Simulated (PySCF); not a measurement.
C2H5Cl2FSi

The calculation's input:

```
{"job": {"kind": "nmr", "xc": "PBE0", "basis": "pcSseg-1"}, "charge": 0, "multiplicity": 1}
F     -2.630024     0.467022     0.277440
C     -1.454190    -0.218421     0.374986
Cl    -1.644582    -1.769352    -0.492811
Si    -0.016068     0.764546    -0.457962
C      1.557179    -0.259817    -0.119163
Cl     1.800562    -0.306050     1.651867
H     -1.322249    -0.460720     1.433064
H     -0.293892     0.824809    -1.890241
H      0.072126     2.066727     0.198889
H      2.450261     0.185793    -0.547477
H      1.486302    -1.291867    -0.454555
```

Launched as:

```sh
OMP_NUM_THREADS=1 python probes_run.py task.json out
```

Geometry: GFN2-xTB.

Level of theory: PBE0/pcSseg-1, SCF density, gas phase, non-relativistic in PySCF 2.14.0.

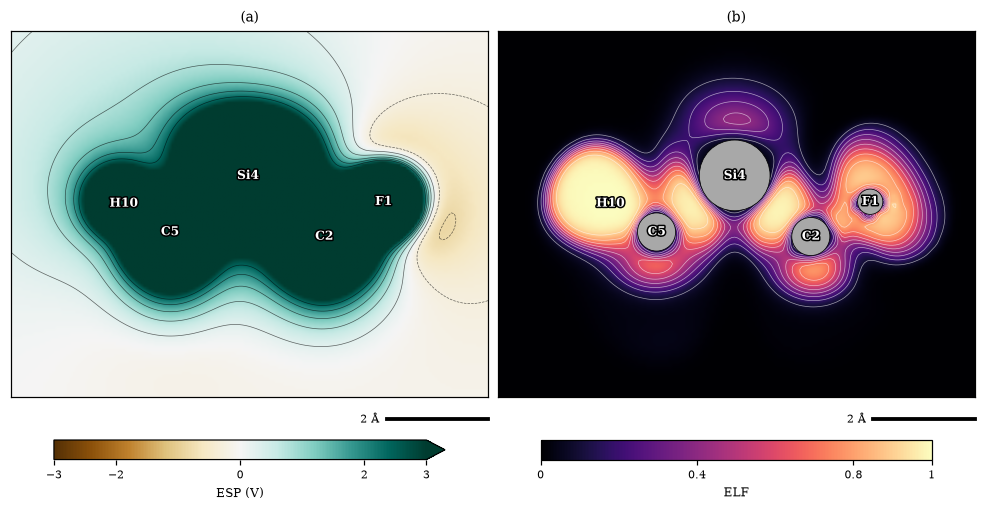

Figure 1. (a) electrostatic potential; (b) ELF on the plane of atoms Si4, C5 and H10. Grey discs cover the atomic cores in the ELF map.

**Read the bonding off the picture.**

The plane passes through F, C, Si and H nuclei. C–F (1.36 Å): the ELF peaks at about 0.85 between the atoms; a shared but strongly polarised pair. C–Si (1.91 Å): the ELF peaks at about 0.95 between the atoms; a shared electron pair. C–H (1.09 Å): the ELF climbs to about 1 towards the hydrogen, as it does in any bond to H: a covalent bond by its length. The ELF also peaks beside F1, away from the bonds: lone-pair regions. Outside the dense part of the molecule the potential is most negative (−0.9 V) near F1.

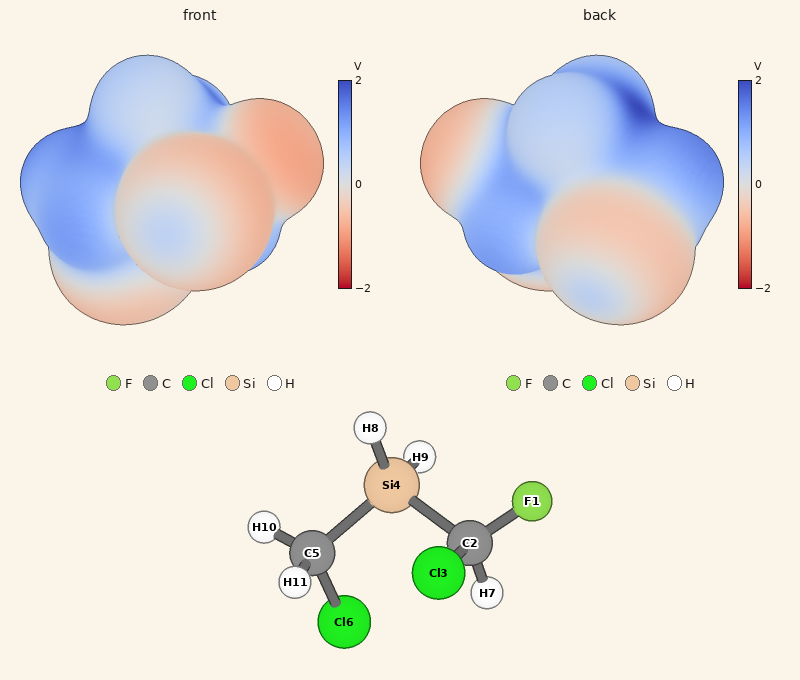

Figure 2. The molecular electrostatic potential painted on the density surface at 0.002 e/bohr³, seen from the front and from behind; red is negative and blue positive. The bare structure is drawn below in the same view.

**Describe the electrostatic potential map.**

The most negative region (about −0.8 V) lies over F1, the most positive (about +1.8 V) over Si4. Cl3 shows a σ-hole: about +0.4 V at the tip opposite its bond, against about −0.2 V on its flanks. Cl6 shows a σ-hole: about +0.4 V at the tip opposite its bond, against about −0.1 V on its flanks.

**What dipole moment does the calculation give?**

Its dipole moment is 2.17 D.
